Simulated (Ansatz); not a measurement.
A series of calculations on CH₉FOSi

### Relaxation

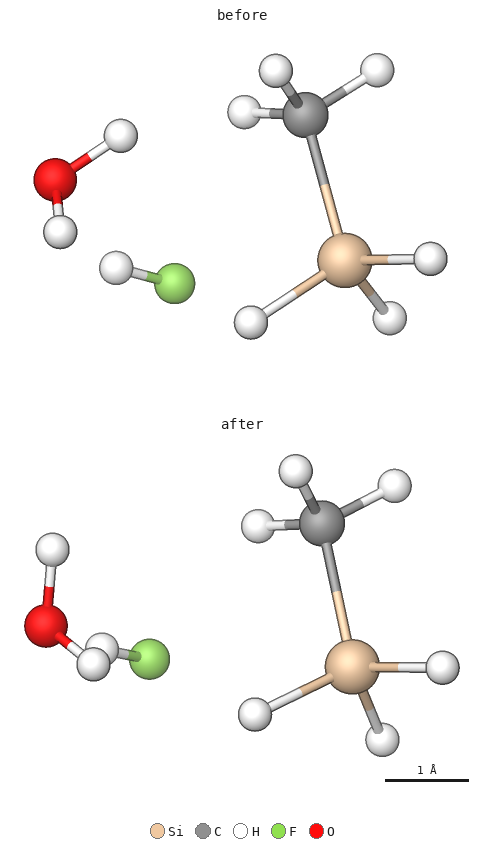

The structure of CH₉FOSi before (top) and after (bottom) a relaxation, at one scale.

Style: ball-and-stick. Shown at a tilt.

The run prepares an end point of a later path (reaction) calculation, from a guessed geometry.

Method: UKS BHLYP-D4/6-31G* in Ansatz 0.2.0. Settings: collinear spin; force threshold 0.03 eV/Å; at most 50 steps.

### Describe what moved and what it gained.

Over 15 accepted moves (17 points after the start) the energy falls by 5.91 kcal/mol. Largest force component: 0.91 eV/Å at the start, 0.027 eV/Å at the end. The line search rejected the trial steps at points 4, 11 of the run. An H atom moves most after the best rigid fit: 0.83 Å. Largest moves by element: H 0.83 Å, F 0.51 Å, O 0.49 Å, C 0.21 Å, Si 0.15 Å. Among the contacts that change: F–H 0.912 → 0.944 Å, H–Si 1.479 → 1.486 Å, H–O 0.964 → 0.959 Å. Among the angles between lasting bonds that change: C–Si–H 108.5° → 111.0°, Si–C–H 111.1° → 109.0°.

### Relaxation

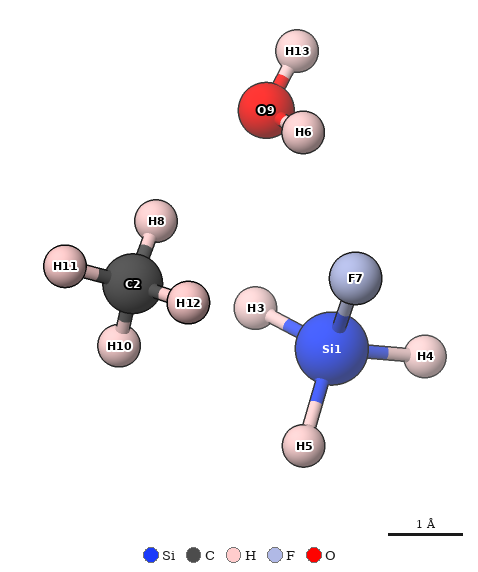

Starting structure of CH$_{9}$FOSi. The picture is a ball-and-stick view, seen at a tilt.

The run prepares an end point of a later path (reaction) calculation, from a guessed geometry.

Computed with Ansatz 0.2.0, UKS BHLYP-D4/6-31G*.

Input file:
```yaml
crystal:
  periodic: [false, false, false]
  atoms:
    - { symbol: Si, position_ang: [-0.51486, 1.657924, 0.0838] }
    - { symbol: C, position_ang: [1.593518, -0.704002, -0.246844] }
    - { symbol: H, position_ang: [-0.545006, 0.908676, -1.172361] }
    - { symbol: H, position_ang: [-1.710516, 2.526004, 0.181935] }
    - { symbol: H, position_ang: [0.709734, 2.480906, 0.186782] }
    - { symbol: H, position_ang: [-1.368271, -1.228729, 0.752518] }
    - { symbol: F, position_ang: [-0.556247, 0.680725, 1.409153] }
    - { symbol: H, position_ang: [0.63346, -1.143769, -0.469498] }
    - { symbol: O, position_ang: [-1.581978, -1.535658, -0.136313] }
    - { symbol: H, position_ang: [1.817557, 0.087532, -0.958792] }
    - { symbol: H, position_ang: [2.367757, -1.464928, -0.324763] }
    - { symbol: H, position_ang: [1.594195, -0.306912, 0.764188] }
    - { symbol: H, position_ang: [-2.439343, -1.95777, -0.070005] }
magnetization:
  spin_polarized: true
basis:
  gaussian: { orbitals: "6-31G*" }
hamiltonian:
  xc: { name: BHLYP }
  dispersion: d4
relax:
  f_tol: 0.03
  max_steps: 50
```

Launched with:
```bash
ansatz run input.yaml --threads 2 --pin off --max-ram 3072MiB --backend cpu --events-out ev --progress --plain --runs-dir out
```

**Predict the outcome.**

The energy falls by 17.3 kJ/mol in 21 accepted moves (24 points after the start). The largest force component goes from 0.99 to 0.018 eV/Å. The line search rejected the trial steps at points 2, 4, 15 of the run. The forces were under the threshold at step 18, but the run went on from there. The atom that moves furthest after the best rigid fit is H5 (1.25 Å). Largest moves by element: H 1.25 Å, C 0.49 Å, O 0.45 Å, Si 0.34 Å, F 0.25 Å. Among the contacts that change: Si1–F7 1.647 → 1.614 Å, Si1–H4 1.481 → 1.470 Å, H6–O9 0.964 → 0.959 Å, C2–H8 1.079 → 1.085 Å. Among the angles between lasting bonds that change: H4–Si1–F7 105.9° → 109.3°, H3–Si1–H4 109.9° → 112.5°, H3–Si1–F7 112.7° → 110.2°.

Step by step:

| step | E − E(0), kJ/mol | largest force component, eV/Å | note |
| --- | --- | --- | --- |
| 0 | 0.00 | 0.9887 |  |
| 1 | -9.45 | 0.5934 |  |
| 2 | -8.13 | 1.0961 | rejected |
| 3 | -11.57 | 0.3058 |  |
| 4 | -11.14 | 0.8167 | rejected |
| 5 | -12.11 | 0.2222 |  |
| 6 | -12.58 | 0.1995 |  |
| 7 | -13.12 | 0.1106 |  |
| 8 | -13.62 | 0.1466 |  |
| 9 | -13.93 | 0.2966 |  |
| 10 | -14.49 | 0.2309 |  |
| 11 | -15.10 | 0.4419 |  |
| 12 | -15.91 | 0.2494 |  |
| 13 | -16.12 | 0.1808 |  |
| 14 | -16.73 | 0.1224 |  |
| 15 | -16.71 | 0.4567 | rejected |
| 16 | -16.93 | 0.0868 |  |
| 17 | -16.97 | 0.3613 |  |
| 18 | -17.15 | 0.0287 |  |
| 19 | -17.19 | 0.0379 |  |
| 20 | -17.24 | 0.0469 |  |
| 21 | -17.27 | 0.0537 |  |
| 22 | -17.29 | 0.0397 |  |
| 23 | -17.32 | 0.0215 |  |
| 24 | -17.33 | 0.0184 |  |

The structure at the end:

```xyz
13

Si   -0.8127    1.8014    0.1714
C     1.8179   -1.1256   -0.3633
H    -0.2186    1.3554   -1.0926
H    -2.2812    1.8493    0.1165
H    -0.3019    3.1437    0.5110
H    -1.0565   -0.9725    0.6591
F    -0.3544    0.8308    1.3773
H     0.8842   -1.5147   -0.7554
O    -1.5967   -1.0849   -0.1248
H     2.2806   -0.4831   -1.1068
H     2.4898   -1.9460   -0.1287
H     1.6192   -0.5502    0.5357
H    -2.4698   -1.3038    0.2004
```

The end point in the same view:

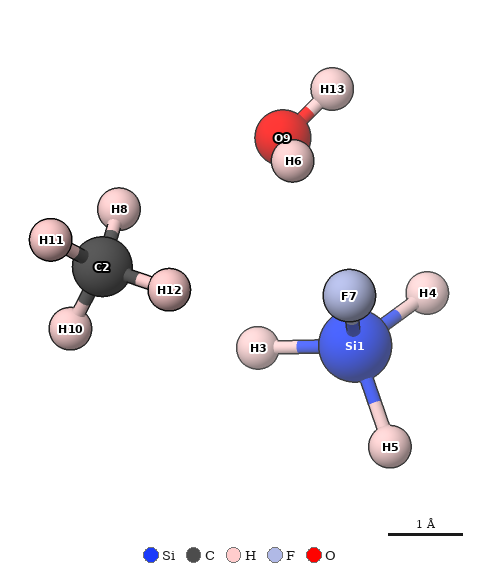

### Path

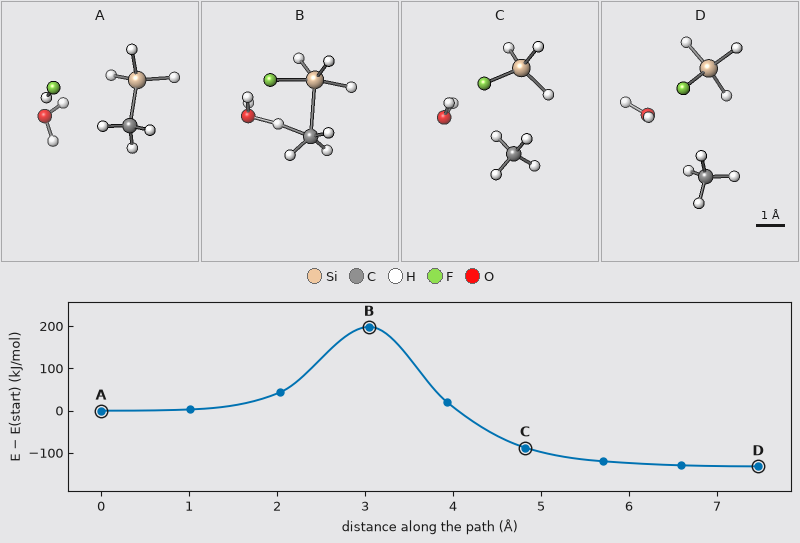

A search for the minimum-energy path of CH$_{9}$FOSi by the nudged elastic band. Images are numbered from 0 (start) to 8 (end). Frames A to D are images 0, 3, 5, 8. Style: ball-and-stick. Shown at a tilt.

Theory: UKS BHLYP-D4/6-31G* in Ansatz. Run with 7 movable images; climbing image; force threshold 0.05 eV/Å; iteration limit 31; starting path through a guess of the saddle point.

> Describe the mechanism and the energy profile.

The energy climbs by 198.4 kJ/mol to image 3 and then falls by 330.1 kJ/mol, so the end point sits at −131.7 kJ/mol. Breaking: F–H (0.94 → 2.06 Å), H–O (0.96 → 2.60 Å), C–Si (1.87 → 3.97 Å). Forming: C–H (3.38 → 1.08 Å), H–O (1.67 → 0.96 Å), F–Si (3.35 → 1.61 Å). The band is converged. At the top, the vibrational analysis gives one imaginary mode (1251i cm⁻¹), as a transition state must have.

Cost: 14 min on 2 threads of Intel(R) Xeon(R) Platinum 8259CL CPU @ 2.50GHz (Skylake/Cascade Lake), on a shared host, peak memory 0.27 GiB.
